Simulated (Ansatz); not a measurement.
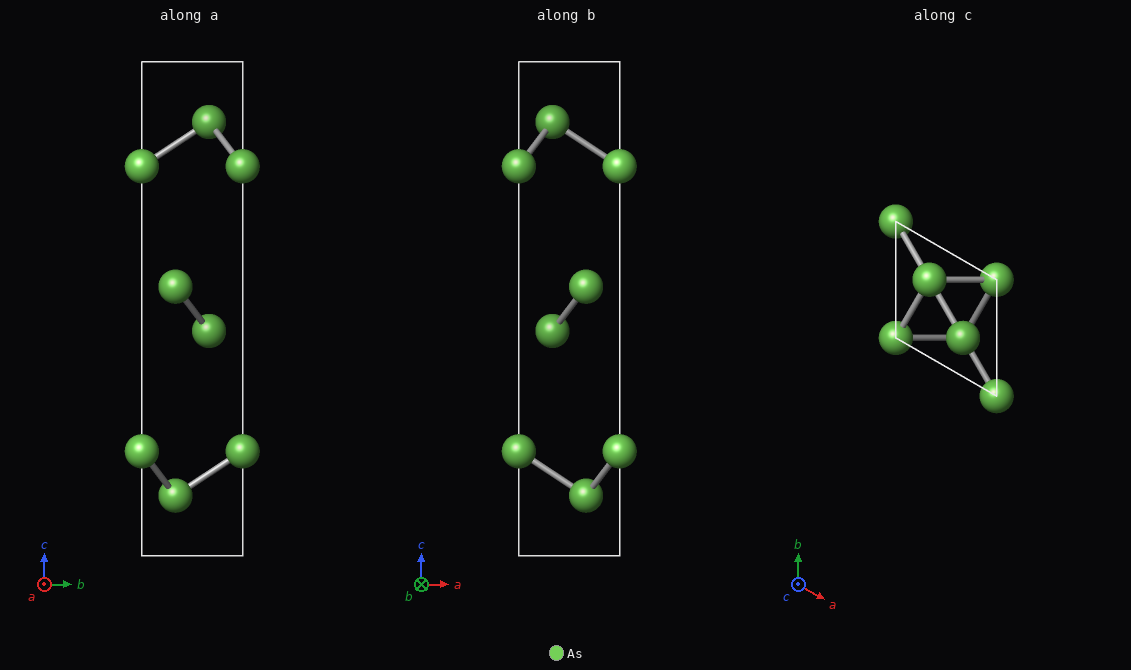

Ball-and-stick drawing of the structure, looking along the a axis, along the b axis and along the c axis. The frame is the conventional unit cell; atoms at its boundary are shown with their periodic copies.

The composition is As.

Q: What lies around As?

A: Each As has three As in a trigonal pyramidal arrangement.

Q: In how many dimensions do the bonds extend?

A: The bonds build As layers parallel to (001).

It goes back to a structure type known for this element. Earlier steps of the study may have refined or changed the cell and positions. Ansatz was used for an electronic-structure calculation on it.
